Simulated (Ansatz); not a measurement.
# CH₅GaOSi: basis-set convergence

How large a basis does CH₅GaOSi need? Two functionals are run in growing sets.

Computed with Ansatz 0.2.0, Gaussian basis. Level: one geometry, several basis sets.

Plan: PBE0-D4/def2-SVP; ωB97M-V/def2-SVP; PBE0-D4/def2-QZVPP; ωB97M-V/def2-QZVPP; the functionals' def2-TZVPP values are taken from earlier runs.

## 1. The geometry

An earlier PBE0-D4 in a triple-zeta def2 set relaxation fixed the geometry.

SMILES `O=[C]([SiH3])[GaH2]`, 9 atoms, charge 0, spin multiplicity 1.

Atoms are counted from 1 here; the program's logs count them from 0.

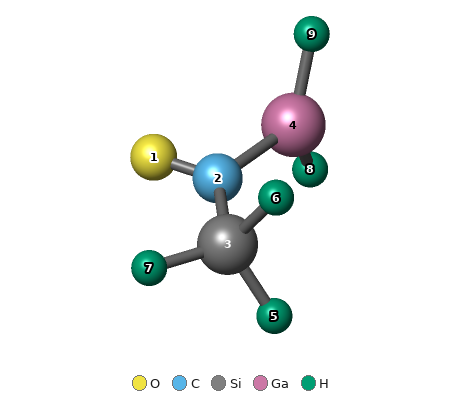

The geometry (oxygen yellow, carbon blue, silicon grey, gallium pink, hydrogen teal); atoms are numbered from 1 in the order of the file.

## 2. PBE0-D4 in def2-SVP

File in.yaml:

```yaml
crystal:
  periodic: [false, false, false]
  atoms:
    - {symbol: O, position_ang: [1.324617, -1.080765, 0.439284]}
    - {symbol: C, position_ang: [0.406857, -0.334435, 0.136548]}
    - {symbol: Si, position_ang: [0.621469, 1.276237, -0.888549]}
    - {symbol: Ga, position_ang: [-1.127043, -1.313098, 0.996923]}
    - {symbol: H, position_ang: [-0.253785, 1.125973, -2.081365]}
    - {symbol: H, position_ang: [0.086116, 2.377446, -0.044554]}
    - {symbol: H, position_ang: [2.027778, 1.540728, -1.285778]}
    - {symbol: H, position_ang: [-1.740866, -2.510606, 0.198291]}
    - {symbol: H, position_ang: [-1.345133, -1.081480, 2.529189]}
basis:
  gaussian: {orbitals: def2-SVP}
hamiltonian: {xc: pbe0, dispersion: d4}
output: {orbitals: {seedname: orbitals}}
```

Command:

```console
> ansatz run in.yaml --threads 4 --pin off --events-out ev --progress --plain --max-ram 10444MiB
```

Log:

```text
Functional definition: PBE0
  name "PBE0"
  cite "Adamo & Barone, J. Chem. Phys. 110, 6158 (1999) doi:10.1063/1.478522"
  cite "Perdew, Burke & Ernzerhof, Phys. Rev. Lett. 77, 3865 (1996) doi:10.1103/PhysRevLett.77.3865"
  parent pbe
  parameter a = 0.25
  parameter kappa = 0.804
  parameter beta = 0.06672455060314922
  exchange = (1 - a)*pbe_x(kappa = kappa, mu = beta*pi^2/3) + a*exact_x
  correlation = pbe_c(beta = beta)
1020 factors; integrals over basis functions are off by at most 1.2e-3 eV
mean field evaluation 1: about -63390.7663 eV, gradient 4.1e1 eV
mean field evaluation 2: about -63371.2167 eV, gradient 1.0e2 eV
mean field evaluation 4: about -63393.8570 eV, gradient 7.4e0 eV
mean field evaluation 8: about -63393.9929 eV, gradient 4.2e-1 eV
mean field evaluation 16: about -63393.9933 eV, gradient 6.0e-5 eV
mean field -63393.99325419 eV, -2329.6862820996 hartree, gradient 1.3e-5 eV, S^2 0.000000; 0 other end points of the search recorded, 0 dependent functions left out
reference -63393.99328589 eV, -2329.6862832643 hartree; 32, 32 occupied and 71, 71 virtual orbitals, 1020 factors
Total energy: -63394.15942577 eV, -2329.6923887926 hartree
```

Wall time 1.1 s (4 threads of Arm Neoverse V2, shared host).

## 3. ωB97M-V in def2-SVP

in.yaml: that of step 2 with these lines changed.

```diff
@@ -14,3 +14,3 @@
   gaussian: {orbitals: def2-SVP}
-hamiltonian: {xc: pbe0, dispersion: d4}
+hamiltonian: {xc: {name: wB97M-V}}
 output: {orbitals: {seedname: orbitals}}
```

The command is unchanged.

Log, shortened:

```text
Functional definition: wB97M-V
  name "wB97M-V"
  cite "Mardirossian & Head-Gordon, J. Chem. Phys. 144, 214110 (2016) doi:10.1063/1.4952647"
  cite "Becke, J. Chem. Phys. 107, 8554 (1997) doi:10.1063/1.475007"
  cite "Vydrov & Van Voorhis, J. Chem. Phys. 133, 244103 (2010) doi:10.1063/1.3521275"
  # Of w^i u^j: cxij and so on, Table III.
[...]
  gx(w, u) = 1 - cx + cx01*u + cx10*w
  gss(w, u) = css00 + css04*u^4 + css10*w + css20*w^2 + css43*w^4*u^3
  gos(w, u) = cos00 + cos10*w + (cos20 + cos21*u)*w^2 + (cos60 + cos61*u)*w^6
[...]
      + integral(e_c_pw_mod_opposite_spin*gos(b97_w_opposite, b97_u_opposite)) + vv10(b, c)
1020 factors; integrals over basis functions are off by at most 1.2e-3 eV
305 factors; integrals over basis functions are off by at most 5.7e-6 eV
[...]
mean field -63402.99234112 eV, -2330.0169924445 hartree, gradient 7.2e-5 eV, S^2 0.000000; 0 other end points of the search recorded, 0 dependent functions left out
reference -63402.99239270 eV, -2330.0169943398 hartree; 32, 32 occupied and 71, 71 virtual orbitals, 1020 factors
Total energy: -63402.99239270 eV, -2330.0169943398 hartree
```

It took 4.4 s on 4 threads of Arm Neoverse V2, shared host; peak memory 0.32 GiB.

## 4. PBE0-D4 in def2-QZVPP

in.yaml: that of step 3 with these lines changed.

```diff
@@ -13,4 +13,4 @@
 basis:
-  gaussian: {orbitals: def2-SVP}
-hamiltonian: {xc: {name: wB97M-V}}
+  gaussian: {orbitals: "def2-QZVPP.json"}
+hamiltonian: {xc: pbe0, dispersion: d4}
 output: {orbitals: {seedname: orbitals}}
```

Same command.

Log:

```text
Functional definition: PBE0
  name "PBE0"
  cite "Adamo & Barone, J. Chem. Phys. 110, 6158 (1999) doi:10.1063/1.478522"
  cite "Perdew, Burke & Ernzerhof, Phys. Rev. Lett. 77, 3865 (1996) doi:10.1103/PhysRevLett.77.3865"
  parent pbe
  parameter a = 0.25
  parameter kappa = 0.804
  parameter beta = 0.06672455060314922
  exchange = (1 - a)*pbe_x(kappa = kappa, mu = beta*pi^2/3) + a*exact_x
  correlation = pbe_c(beta = beta)
1624 factors; their error is unknown
mean field evaluation 1: about -63404.1823 eV, gradient 5.0e1 eV
mean field evaluation 2: about -63377.0907 eV, gradient 1.2e2 eV
mean field evaluation 4: about -63408.3976 eV, gradient 1.1e1 eV
mean field evaluation 8: about -63408.7458 eV, gradient 5.1e-1 eV
mean field evaluation 16: about -63408.7459 eV, gradient 2.3e-5 eV
mean field -63408.74591819 eV, -2330.2284325019 hartree, gradient 2.3e-5 eV, S^2 0.000000; 0 other end points of the search recorded, 0 dependent functions left out
reference -63408.74596683 eV, -2330.2284342893 hartree; 32, 32 occupied and 391, 391 virtual orbitals, 1624 factors
Total energy: -63408.91210672 eV, -2330.2345398175 hartree
```

Wall time 7 s (4 threads of Arm Neoverse V2, shared host); peak memory 1.5 GiB.

## 5. ωB97M-V in def2-QZVPP

in.yaml: that of step 4 with these lines changed.

```diff
@@ -14,3 +14,3 @@
   gaussian: {orbitals: "def2-QZVPP.json"}
-hamiltonian: {xc: pbe0, dispersion: d4}
+hamiltonian: {xc: {name: wB97M-V}}
 output: {orbitals: {seedname: orbitals}}
```

Same command.

Log, shortened:

```text
Functional definition: wB97M-V
  name "wB97M-V"
  cite "Mardirossian & Head-Gordon, J. Chem. Phys. 144, 214110 (2016) doi:10.1063/1.4952647"
  cite "Becke, J. Chem. Phys. 107, 8554 (1997) doi:10.1063/1.475007"
  cite "Vydrov & Van Voorhis, J. Chem. Phys. 133, 244103 (2010) doi:10.1063/1.3521275"
  # Of w^i u^j: cxij and so on, Table III.
[...]
  gx(w, u) = 1 - cx + cx01*u + cx10*w
  gss(w, u) = css00 + css04*u^4 + css10*w + css20*w^2 + css43*w^4*u^3
  gos(w, u) = cos00 + cos10*w + (cos20 + cos21*u)*w^2 + (cos60 + cos61*u)*w^6
[...]
      + integral(e_c_pw_mod_opposite_spin*gos(b97_w_opposite, b97_u_opposite)) + vv10(b, c)
1599 factors; their error is unknown
355 factors; integrals over basis functions are off by at most 1.1e-5 eV
[...]
mean field -63417.80877376 eV, -2330.5614863009 hartree, gradient 7.1e-5 eV, S^2 0.000000; 0 other end points of the search recorded, 0 dependent functions left out
reference -63417.80885111 eV, -2330.5614891435 hartree; 32, 32 occupied and 391, 391 virtual orbitals, 1599 factors
Total energy: -63417.80885111 eV, -2330.5614891435 hartree
```

Wall time 15 s (4 threads of Arm Neoverse V2, shared host); peak memory 1.8 GiB.

## 6. Density functionals: the series

The def2-TZVPP values come from earlier runs at the same geometry.

| functional | basis | functions | energy (eV) | from the largest (eV) | HOMO (eV) | LUMO (eV) |
| --- | --- | --- | --- | --- | --- | --- |
| PBE0-D4 | def2-SVP | 103 | -63394.1594 | 14.753 | -6.21 | -1.67 |
| PBE0-D4 | def2-TZVPP | 222 | -63407.2816 | 1.630 | -6.26 | -1.81 |
| PBE0-D4 | def2-QZVPP | 423 | -63408.9121 | 0.000 | -6.27 | -1.84 |
| ωB97M-V | def2-SVP | 103 | -63402.9924 | 14.816 | -8.30 | 0.25 |
| ωB97M-V | def2-TZVPP | 222 | -63416.2400 | 1.569 | -8.38 | 0.14 |
| ωB97M-V | def2-QZVPP | 423 | -63417.8089 | 0.000 | -8.40 | -0.05 |

## 7. What came out

| quantity | value |
| --- | --- |
| PBE0-D4: double and triple zeta above quadruple | 14.75, 1.63 eV |
| ωB97M-V: double and triple zeta above quadruple | 14.82, 1.57 eV |

In words: For PBE0-D4 the step from double to triple zeta gains 13.12 eV and the next only 1.63 eV. Total energies overstate the basis error of differences, where much of it tends to cancel.

For PBE0-D4 the largest set took about 7 times as long as the smallest (7 s against 1.1 s).
